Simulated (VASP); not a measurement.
Band structure of NbN (rock salt). Computed with PW91 GGA, VASP's PBE PAW potentials (set 64) (plane waves; VASP).

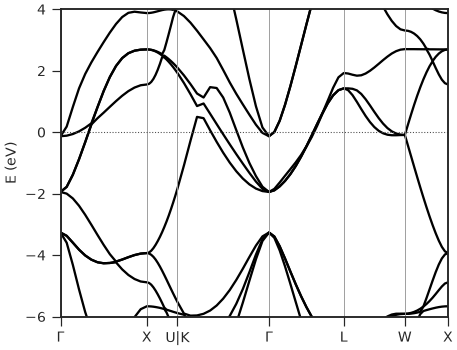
*Bands along high-symmetry lines, zero at the valence-band maximum or, without a gap, the Fermi level*

**Question.** Read the plot: is there a gap, and where are the band edges?

**Answer.** It has no gap at this level: it comes out as a metal or semimetal. (Edges off the drawn lines would not show.)

The compound is NbN in the rock salt structure, the cubic δ form, which competes with hexagonal ones. It was relaxed first.
